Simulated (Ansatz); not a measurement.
**CHClF2 (difluorochloromethane): PBE0/6-311+G(d,p)**

What is the electronic atomisation energy of CHClF2 (difluorochloromethane) at PBE0/6-311+G**? 

The calculation is run with Ansatz 0.2.0.

69 further runs of the same task are left out: 69 set aside as unsound or not needed.

**1. The system as given**

CHClF2 has 5 atoms, charge 0, and is taken as a singlet. As SMILES, `FC(F)Cl`. The coordinates come from a PBE0-D4/def2-TZVP relaxation.

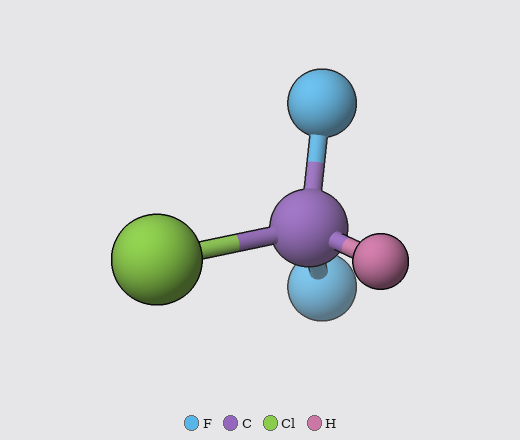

Viewed from a chosen angle; fluorine blue, carbon purple, chlorine green, hydrogen pink.

**2. A single-point energy at PBE0/6-311+G(d,p)**

job.yaml

```yaml
crystal:
  periodic: [false, false, false]
  atoms:
    - {symbol: F, position_ang: [0.038900, -0.568100, 1.222300]}
    - {symbol: C, position_ang: [0.109400, 0.023600, 0.028300]}
    - {symbol: F, position_ang: [0.844200, -0.745900, -0.776900]}
    - {symbol: Cl, position_ang: [-1.511000, 0.208900, -0.640800]}
    - {symbol: H, position_ang: [0.568600, 1.007800, 0.125800]}
basis:
  gaussian:
    orbitals: 6-311+G_st__st_-spherical.json
hamiltonian:
  xc: pbe0
accuracy: high
output: {orbitals: {seedname: orbitals}}
```

The basis set 6-311+G** is read from a file made from the Basis Set Exchange's data (not shown).

Started as:

```console
$ ansatz run job.yaml --threads 1 --pin off --max-ram 3480MiB --events-out events.jsonl --progress --plain --runs-dir runs
```

Standard output:

```text
Warning: RAYON_NUM_THREADS=1 ignored (pool sized by the plan → 1); use --threads N
Functional definition: PBE0
  name "PBE0"
  parameter a = 0.25
  parameter kappa = 0.804
  parameter beta = 0.06672455060314922
  exchange = (1 - a)*pbe_x(kappa = kappa, mu = beta*pi^2/3) + a*exact_x
  correlation = pbe_c(beta = beta)
1863 factors; integrals over basis functions are off by at most 4.5e-9 eV
mean field evaluation 1: about -19000.0624 eV, gradient 3.0e1 eV
mean field evaluation 2: about -18999.2579 eV, gradient 4.0e1 eV
mean field evaluation 4: about -19001.2310 eV, gradient 8.9e-1 eV
mean field evaluation 8: about -19001.3943 eV, gradient 3.1e-2 eV
mean field evaluation 16: about -19001.3944 eV, gradient 9.4e-6 eV
mean field -19001.39435025 eV, -698.2883627640 hartree, gradient 6.2e-8 eV, S^2 0.000000; 0 other end points of the search recorded, 0 dependent functions left out
reference -19001.39435481 eV, -698.2883629316 hartree; 21, 21 occupied and 81, 81 virtual orbitals, 1863 factors
Total energy: -19001.39435481 eV, -698.2883629316 hartree
```

Run time: 7.5 s. Hardware: 1 thread of Arm Neoverse V1, shared host; peak memory 0.3 GiB.

**3. The C atom, same level**

input.yaml

```yaml
crystal:
  periodic: [false, false, false]
  atoms:
    - {symbol: C, position_ang: [0.000000, 0.000000, 0.000000]}
basis:
  gaussian: {orbitals: 6-311+G_st__st_.json}
magnetization: {spin_polarized: true, initial_magnetization: 2}
hamiltonian: {xc: pbe0}
accuracy: high
```

The basis set 6-311+G** is read from a file made from the Basis Set Exchange's data (not shown).

Started as:

```console
$ ansatz run input.yaml --threads 1 --pin off --max-ram 3480MiB --events-out events.jsonl --progress --plain --runs-dir runs
```

Standard output:

```text
Warning: RAYON_NUM_THREADS=1 ignored (pool sized by the plan → 1); use --threads N
Functional definition: PBE0
  name "PBE0"
  parameter a = 0.25
  parameter kappa = 0.804
  parameter beta = 0.06672455060314922
  exchange = (1 - a)*pbe_x(kappa = kappa, mu = beta*pi^2/3) + a*exact_x
  correlation = pbe_c(beta = beta)
169 factors; integrals over basis functions are off by at most 2.6e-9 eV
mean field evaluation 1: about -1028.5387 eV, gradient 4.8e0 eV
mean field evaluation 2: about -1028.6530 eV, gradient 1.8e0 eV
mean field evaluation 4: about -1028.6709 eV, gradient 3.2e-1 eV
mean field evaluation 8: about -1028.6713 eV, gradient 1.1e-3 eV
mean field -1028.67125204 eV, -37.8029712541 hartree, gradient 3.8e-8 eV, S^2 2.002946; 0 other end points of the search recorded, 0 dependent functions left out
reference -1028.67125500 eV, -37.8029713630 hartree; 4, 2 occupied and 18, 20 virtual orbitals, 169 factors
Total energy: -1028.67125500 eV, -37.8029713630 hartree
```

It took 0.34 s on 1 thread of Arm Neoverse V1, shared host.

**4. The Cl atom, same level**

input.yaml

```yaml
crystal:
  periodic: [false, false, false]
  atoms:
    - {symbol: Cl, position_ang: [0.000000, 0.000000, 0.000000]}
basis:
  gaussian:
    orbitals: 6-311+G_st__st_-spherical.json
magnetization:
  spin_polarized: true
  initial_magnetization: 1
hamiltonian:
  xc: pbe0
accuracy: high
```

The basis set 6-311+G** is read from a file made from the Basis Set Exchange's data (not shown).

Run the same way, it converges to -459.99608 Eh (log not shown).

**5. The F atom, same level**

input.yaml

```yaml
crystal:
  periodic: [false, false, false]
  atoms:
    - {symbol: F, position_ang: [0.000000, 0.000000, 0.000000]}
basis:
  gaussian:
    orbitals: 6-311+G_st__st_.json
magnetization:
  spin_polarized: true
  initial_magnetization: 1
hamiltonian:
  xc: pbe0
accuracy: high
```

The basis set 6-311+G** is read from a file made from the Basis Set Exchange's data (not shown).

Run the same way, it converges to -99.66603 Eh (log not shown).

**6. The H atom**

molecule.yaml

```yaml
crystal:
  periodic: [false, false, false]
  atoms:
    - symbol: H
      position_ang: [0.000000, 0.000000, 0.000000]
basis:
  gaussian:
    orbitals: 6-311+G_st__st_.json
magnetization:
  spin_polarized: true
  initial_magnetization: 1
hamiltonian:
  xc: pbe0
accuracy: high
```

The basis set 6-311+G** is read from a file made from the Basis Set Exchange's data (not shown).

Run the same way, it converges to -0.50104 Eh (log not shown).

**7. What came out**

At PBE0/6-311+G**:

| quantity | value |
| --- | --- |
| molecule: total energy | -698.28836 Eh |
| molecule: HOMO energy | -9.72 eV |
| molecule: LUMO energy | 0.06 eV |
| molecule: HOMO–LUMO gap | 9.77 eV |
| C atom: total energy | -37.80297 Eh |
| C atom: ⟨S²⟩ | 2.003 |
| Cl atom: total energy | -459.99608 Eh |
| Cl atom: ⟨S²⟩ | 0.752 |
| F atom: total energy | -99.66603 Eh |
| F atom: ⟨S²⟩ | 0.751 |
| H atom: total energy | -0.50104 Eh |
| H atom: ⟨S²⟩ | 0.750 |
| electronic atomisation energy | 17.857 eV |

In words: Taking the molecule apart into free atoms costs 17.86 eV (412 kcal/mol), before zero-point energy and without spin-orbit coupling.
